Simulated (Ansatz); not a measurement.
**AlNH2+ (doublet): wave-function methods side by side, cc-pVTZ**

Aim: climb from Hartree-Fock through coupled cluster for AlNH2+ (doublet) at one geometry and basis, and see what each rung misses.

Computed with Ansatz 0.2.0, Gaussian basis. Level: cc-pVTZ, correlated electrons: outside noble gas.

The runs, in order: UHF; CCSD(T) on ROHF; CCSD(T) on UHF; BCCD(T) on ROHF; CCSDT(Q) on ROHF; CCSDT(Q) on UHF.

### 1 What is computed

The geometry is a PBE0/def2-TZVP stationary point (not a proven minimum) of the parent state, kept for this charge and spin.

4 atoms, charge 1, spin multiplicity 2.

Atoms are counted from 1 here; the program's logs count them from 0.

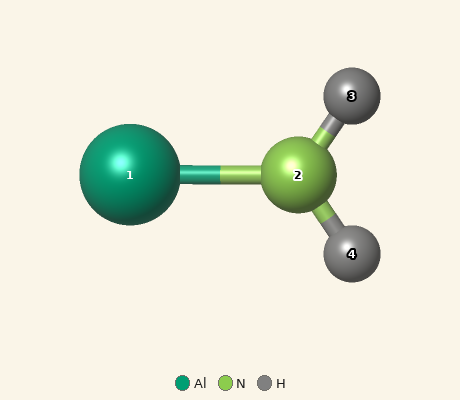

The structure; aluminium teal, nitrogen green, hydrogen grey; atoms are numbered from 1 in the order of the file.

In the tables R marks a restricted open-shell determinant and U an unrestricted one; correlation energies count from the lowest restricted Hartree-Fock solution.

### 2 UHF

File in.yaml:

```yaml
crystal:
  periodic: [false, false, false]
  atoms:
    - {symbol: Al, position_ang: [0.000000, 0.000000, 0.686473]}
    - {symbol: N, position_ang: [0.000000, 0.000000, -1.084932]}
    - {symbol: H, position_ang: [0.000000, 0.833405, -1.649784]}
    - {symbol: H, position_ang: [0.000000, -0.833405, -1.649784]}
basis:
  gaussian: {orbitals: cc-pVTZ}
total_charge: 1
magnetization: {spin_polarized: true, initial_magnetization: 1}
hamiltonian: {xc: hf}
output: {orbitals: {seedname: orbitals}}
```

On the command line:

```bash
> ansatz run in.yaml --threads 1 --pin off --events-out ev --progress --plain --max-ram 2816MiB --backend cpu
```

After this run come: CCSD(T) on ROHF; CCSD(T) on UHF; BCCD(T) on ROHF; CCSDT(Q) on ROHF; CCSDT(Q) on UHF.

Before running them: what should the planned runs give, taken together? Wanted: correlation energy, UCCSDT(Q); RMP2 from UCCSDT(Q); UMP2 from UCCSDT(Q); RCCSD from UCCSDT(Q); RCCSD(T) from UCCSDT(Q); UCCSD(T) from UCCSDT(Q); RCCSDT(Q) from UCCSDT(Q); T1 diagnostic.

The runs gave:

| quantity | value |
| --- | --- |
| correlation energy, UCCSDT(Q) | -7.3695 eV |
| RMP2 from UCCSDT(Q) | +57.6 kJ/mol |
| UMP2 from UCCSDT(Q) | +56.9 kJ/mol |
| RCCSD from UCCSDT(Q) | +30.1 kJ/mol |
| RCCSD(T) from UCCSDT(Q) | +2.8 kJ/mol |
| UCCSD(T) from UCCSDT(Q) | +2.6 kJ/mol |
| RCCSDT(Q) from UCCSDT(Q) | +0.3 kJ/mol |
| levels of the table within 1 kcal/mol (43 meV) | RCCSD(T), UCCSD(T), BCCD(T), RCCSDT, UCCSDT, RCCSDT(Q) |
| T1 diagnostic | 0.022 |

What this shows: RCCSD(T) misses by +2.8 kJ/mol, 0.4 % of the correlation energy. These misses are within one basis, not against nature; the frozen cores of restricted and unrestricted runs differ, which can shift their rows.
